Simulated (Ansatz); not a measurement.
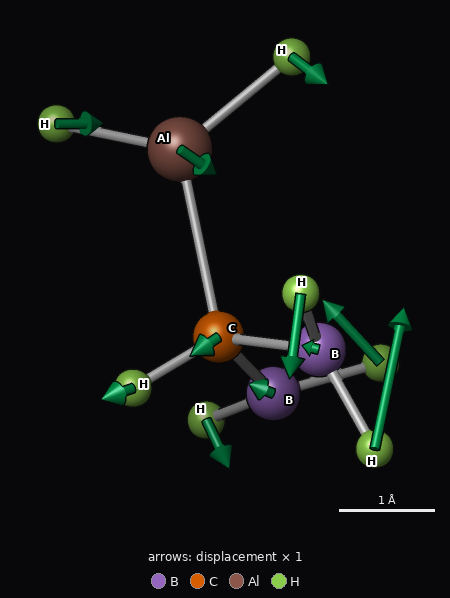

A relaxation of CH$_{7}$AlB$_{2}$ (coarse preliminary run). The starting structure is drawn; green arrows show the displacements, at their true length. The two geometries are superimposed by the best rigid fit.

The picture is a ball-and-stick view, seen from a free direction.

The start comes from a force field.

Theory: Ansatz 0.2.0, RKS PBE-D4/def2-SVP.

Input file:
```yaml
crystal:
  periodic: [false, false, false]
  atoms:
    - {symbol: B, position_ang: [-0.701700, 1.417600, 0.144600]}
    - {symbol: C, position_ang: [-0.507500, -0.109900, 0.047800]}
    - {symbol: B, position_ang: [0.175600, -0.626400, 1.357100]}
    - {symbol: Al, position_ang: [0.720000, -0.527200, -1.527900]}
    - {symbol: H, position_ang: [-1.044000, 2.035100, -0.871600]}
    - {symbol: H, position_ang: [-1.184500, 1.931400, 1.133600]}
    - {symbol: H, position_ang: [-1.452700, -0.620000, -0.064700]}
    - {symbol: H, position_ang: [0.153400, -1.756400, 1.637800]}
    - {symbol: H, position_ang: [1.179400, -0.053500, 1.803900]}
    - {symbol: H, position_ang: [1.980000, 0.321300, -1.699800]}
    - {symbol: H, position_ang: [0.747200, -2.069000, -1.940100]}
basis:
  gaussian: {orbitals: def2-SVP}
hamiltonian: {xc: pbe, dispersion: d4}
relax: {f_tol: 0.03, max_steps: 200}
```

Launched with:
```bash
ansatz run in.yaml --threads 2 --pin off --events-out ev --progress --plain --max-ram 4352MiB
```

Question: Atoms of which element are displaced furthest, and by how much?

Answer: Hydrogen: up to 1.64 Å, against 0.56 Å for aluminium.

Question: What happened in the run?

Answer: The largest move after the best rigid fit is that of H6, 1.64 Å. By element the largest moves are H 1.64 Å, Al 0.56 Å, C 0.40 Å, B 0.32 Å. Among the contacts that change: Al4–H9 3.397 → 2.011 Å, B3–Al4 2.938 → 2.295 Å, Al4–H10 1.529 → 1.589 Å, C2–B3 1.565 → 1.509 Å. Bond angles that change, for instance: B3–C2–Al4 108.4° → 78.4°, Al4–C2–H7 110.5° → 128.4°, B1–C2–Al4 109.1° → 91.5°. After 18 geometry steps the energy has fallen by 163.6 kJ/mol. Largest force component: 2.7 eV/Å at the start, 0.029 eV/Å at the end.
